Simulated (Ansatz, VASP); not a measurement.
## Cross-check of SrO between VASP and Ansatz

Aim: how closely do two programs agree when they are given the same cell, functional and k mesh?

Program: Ansatz 0.2.0. Level of theory: plane waves, with VASP 6.6.1 beside it; relaxation of cell and atoms at r2SCAN with rVV10 and relaxation of cell and atoms at revPBE with D3(BJ). Results are calculated unless marked as measured.

The database entry behind the starting cell differs from later determinations by our own check (about 0.5 % short), so it need not match the best structure at ambient conditions.

**1. Starting point**

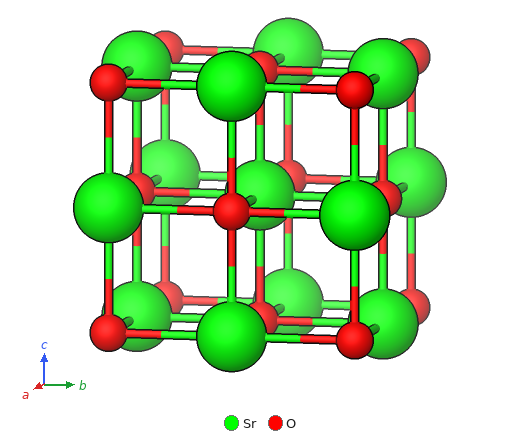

Start, viewed slightly off an axis; strontium green, oxygen red. This picture shows the conventional cell, with its axes. Some periodic images of atoms are drawn too.

**2. Ansatz: relaxation of cell and atoms, r2SCAN with rVV10**

Ansatz runs on its default PAW (the set named soft_2) files.

The relaxed volume is the usual yardstick between codes: its relative difference is about their pressure difference at one cell divided by the bulk modulus.

input.yaml reads:

```yaml
crystal:
  lattice:
    - [0.0, 2.5663, 2.5663]
    - [2.5663, 0.0, 2.5663]
    - [2.5663, 2.5663, 0.0]
  atoms:
    - { symbol: Sr, position: [0.5, 0.5, 0.5] }
    - { symbol: O, position: [0.0, 0.0, 0.0] }
hamiltonian:
  xc: r2scan
  pseudopotentials: { kind: paw }
  dispersion: rvv10
kpoints:
  mp_grid: { grid: [8, 8, 8] }
scf:
  occupations: { method: fermi_dirac, width: 0.05 }
relax:
  f_tol: 0.01
  max_steps: 60
  cell: { stress_tol: 0.05 }
output:
  forces: true
  stress: true
```

Started as:

```bash
$ ansatz run input.yaml --threads 4 --pin off --max-ram 9216MiB --backend cpu --events-out ev --progress --plain --runs-dir out
```

Numbers of over 12 decimals in the logs are rounded to 6 here.

The program printed:

```text
Engine: ansatz 0.2.0, x86_64-unknown-linux-gnu
Pseudopotentials: kind: paw
Pseudopotential: Sr, paw, valence charge 10, recommended cutoff 500 eV (meta_gga), Sr.paw.azcp
Pseudopotential: O, paw, valence charge 6, recommended cutoff 500 eV (meta_gga), O.paw.azcp
Functional definition: r2SCAN+rVV10
  parameter k0 = 0.174
  parameter k1 = 0.065
  parameter a1 = 4.9479
  exchange = r2scan_x(k0 = k0, k1 = k1, a1 = a1)
  correlation = r2scan_c + rvv10(11.95, 0.0093)
Crystal: 2 atoms, lattice volume = 33.803 Å³
Basis set: ecut = 500 eV, 869 PW (Γ), exchange–correlation on 120×120×120 points (64 copies of the dense FFT grid, shifted against one another)
Bands: 12, of which v1, the nominal top of the filled ones, is band 8 counted from 1 (7 counted from 0)
Symmetry: 48 space group operations
Space group: Fm-3m (ITA 225), of the structure as read, at distance tolerance 3.2e-5 Å
k-points: 29 of 512
Non-local potential: Sr, projectors of the file, l = 0: 3, l = 1: 2, l = 2: 2
Non-local potential: O, projectors of the file, l = 0: 2, l = 1: 2, l = 2: 1
PAW form: soft (Blöchl's): semilocal exchange-correlation on the pseudo side does not see the compensation charge
rVV10 density: all electrons in the spheres
PAW frozen core: Sr, regenerated for the run's functional (the file was generated under x = pbe(κ = 0.804, μ = 0.219515), c = pbe(β = 0.066725))
PAW frozen core: O, regenerated for the run's functional (the file was generated under x = pbe(κ = 0.804, μ = 0.219515), c = pbe(β = 0.066725))
PAW one-centre angular grid: Sr, 302 points (default); XC on 160 Gauss nodes
PAW one-centre angular grid: O, 302 points (default); XC on 160 Gauss nodes
Initial density: superposition of atomic densities (neutral atoms: chi_scale 0, normalization atom), corrected by the library's trained network
Initial wavefunctions: pseudopotential atomic-orbital guess
Functional: x = r2scan, c = r2scan + rvv10(b = 11.95, C = 0.0093); τ floored in thin density (d = 2e-4 eV/Å³)
SCF iter   1: F=—  HF=-4125.259812 eV  |F-HF|=—  |Δ(HF+E_count)|=         —  Δρ=6.56e-3  dr2=1.93e-2  dr2_τ=5.25e-2  ethr=1.77e-3  ⟨swp⟩=8.2  Hψ=2750  notcnv=0
preconditioner: auto → none  [insulator: Δε(μ)=3.940 eV  Ē_g=17.225 eV  σ=0.050 eV  W_gap=1.00  n_scr=8 (ndim 8)  ℏωp=23.9 eV  f_vac=0.000  D(μ)=0.00/eV (n_scr^D=0)  ε∞_Penn≈2.9]
SCF iter   2: F=—  HF=-4125.345818 eV  |F-HF|=—  |Δ(HF+E_count)|=   8.60e-2  Δρ=6.67e-3  dr2=7.62e-3  dr2_τ=2.06e-3  ethr=1.21e-4  ⟨swp⟩=2.5  Hψ=916  notcnv=0
SCF iter   3: F=—  HF=-4125.344373 eV  |F-HF|=—  |Δ(HF+E_count)|=   1.44e-3  Δρ=2.11e-3  dr2=8.13e-4  dr2_τ=1.03e-4  ethr=4.76e-5  ⟨swp⟩=2.0  Hψ=510  notcnv=0
SCF iter   4: F=—  HF=-4125.344314 eV  |F-HF|=—  |Δ(HF+E_count)|=   5.90e-5  Δρ=5.02e-4  dr2=3.71e-5  dr2_τ=7.95e-6  ethr=5.08e-6  ⟨swp⟩=2.7  Hψ=533  notcnv=0
SCF iter   5: F=—  HF=-4125.344316 eV  |F-HF|=—  |Δ(HF+E_count)|=   1.71e-6  Δρ=9.56e-5  dr2=1.43e-6  dr2_τ=2.82e-7  ethr=2.32e-7  ⟨swp⟩=2.4  Hψ=492  notcnv=0
SCF iter   6: F=—  HF=-4125.344316 eV  |F-HF|=—  |Δ(HF+E_count)|=   2.52e-7  Δρ=2.03e-5  dr2=1.53e-7  dr2_τ=1.55e-8  ethr=8.97e-9  ⟨swp⟩=2.1  Hψ=555  notcnv=0
SCF iter   7: F=-4125.344316 eV  HF=-4125.344316 eV  |F-HF|=1.24e-8  |Δ(HF+E_count)|=   8.96e-9  Δρ=6.51e-6  dr2=1.57e-8  dr2_τ=5.45e-10  ethr=6.25e-10  ⟨swp⟩=4.5  Hψ=1164  notcnv=0
SCF 1 converged in 7 iterations: F = -4125.344316 eV  dr2 = 1.57e-8
  greatest PAW one-centre occupation: 0.988 electrons in one spin orbital (limit 2), on the Sr atom at site 0 (counted from 0), in its partial waves of l = 0
relax step   1: F+E_penalty+E_count = -4125.34431632 eV  Δ(F+E_penalty+E_count) = +0.000e0 eV  max|allowed force component| = 3.944e-31 eV/Å  Δτ_max = 0.0000 Å  P = +0.450 GPa  Ω = 33.803 Å³  (7 SCF iters, dr2 threshold 1.00e-7 eV, accepted)
[...]
relax step   2: F+E_penalty+E_count = -4125.34422849 eV  Δ(F+E_penalty+E_count) = +8.783e-5 eV  max|allowed force component| = 3.944e-31 eV/Å  Δτ_max = 0.0000 Å  P = -0.447 GPa  Ω = 34.118 Å³  energy of the carried Pulay correction = -8.263e-5 eV  (4 SCF iters, dr2 threshold 2.00e-7 eV, rejected (line search))
[...]
relax step   3: F+E_penalty+E_count = -4125.34449335 eV  Δ(F+E_penalty+E_count) = -1.770e-4 eV  max|allowed force component| = 3.944e-31 eV/Å  Δτ_max = 0.0000 Å  P = -0.004 GPa  Ω = 33.960 Å³  energy of the carried Pulay correction = -4.134e-5 eV  (7 SCF iters, accepted)
[...]
relax step   4: F+E_penalty+E_count = -4125.34452640 eV  Δ(F+E_penalty+E_count) = -3.305e-5 eV  max|allowed force component| = 4.109e-31 eV/Å  Δτ_max = 0.0000 Å  P = -0.004 GPa  Ω = 33.960 Å³  stress off target by 4.33e-3 GPa  SCF on the basis re-selected at this cell (its energy is not comparable with the rows above)  (5 SCF iters)
basis re-selected at this cell: Δ(F+E_penalty+E_count) = -3.305e-5 eV, ΔP = -0.001 GPa vs the last step (what re-selecting the basis moved, of the pressure what is left beyond the Pulay correction that the steps carried, after the strain that the cell walked since its last selection, with what the two solves' SCF thresholds leave and, on support functions, any second-order correction that the steps lacked; it is no m [...]
SCF converged after 5 iterations
Free energy (F): -4125.344526 eV
Harris-Foulkes:  -4125.344526 eV  (|F-HF|=9.09e-13)
Internal energy: -4125.344526 eV  (E = F + TS)
E sigma→0 (E₀):  -4125.344526 eV
Fermi energy:    9.498254 eV
--- Per-component energies (eV) ---
  E_band       = -69.454316
  E_kinetic    = 424.302102
  E_local      = -863.567369  (includes V_loc(G=0)·N_el)
  E_nonlocal   = 248.826852
  E_hartree    = 234.425791
  E_xc         = -237.492256
  E_vxc        = -286.377271  (∫ρ·V_xc dr)
  E_paw        = -2875.183758  (= ΣΔE_a)
  E_vpaw       = -77.940008  (= ΣTr[D̂ρ^β])
  E_aug_tail   = 0.000747  (compensation charges beyond the density's cutoff)
  E_vtau       = 16.449088  (kinetic-family band-sum trace: ∫τ·v_τ [+ j·A + Jᵃ·Aᵃ] dr)
  E_ewald      = -1056.478659
  E_core_change = -0.177977  (= ΣΔE_core)
  E_smearing   = -0.000000  (= −TS)
  E_closure    = -0.000000  (closes the sum)
  Σ components = -4125.344526   (vs F -4125.344526, Δ=0.00e0)
--- Forces (eV/Å), atoms counted from 1 ---
  atom   1  Sr    -0.00000000    -0.00000000     0.00000000
  atom   2  O     -0.00000000     0.00000000     0.00000000
  max |Σ_I F_I| component: 1.61e-30 eV/Å
--- Stress (GPa, compression-positive) ---
       -0.004332      -0.000000      -0.000000
       -0.000000      -0.004332      -0.000000
       -0.000000      -0.000000      -0.004332
  P = ⅓ Tr σ = -0.0043 GPa (-0.043 kbar)
--- Relaxed structure (3 steps of the walk, 2 accepted, 1 SCFs on fresh bases) ---
  F+E_penalty+E_count = -4125.34452640 eV   max|allowed force component| = 4.109e-31 eV/Å   (the final SCF, on the basis selected at the relaxed cell)
  cell:  # Å, volume = 33.9603 Å³
    - [0, 2.570280, 2.570280]
    - [2.570280, 0, 2.570280]
    - [2.570280, 2.570280, 0]
  atoms:
    - { symbol: Sr, position: [0.5, 0.5, 0.5] }
    - { symbol: O, position: [0, 0, 0] }
```

Elapsed: 4.9 s, on 4 threads of Intel Xeon Platinum 8488C (Sapphire Rapids), shared host; peak memory 0.49 GiB; 14 s of CPU time.

[end of part 1 of 3]

[Lines on the potential files, build, host, timing and source positions are cut from VASP's logs without a mark.]

[Logs are printed without paths, hosts, clocks, repeated set-up lines and the standing remarks that a program may print on its own settings, such as how far it seeks lower states.]

[Hosts, paths, dates, database ids (printed as entryN), source tags and the programs' standing remarks are cut or masked in the printed files.]
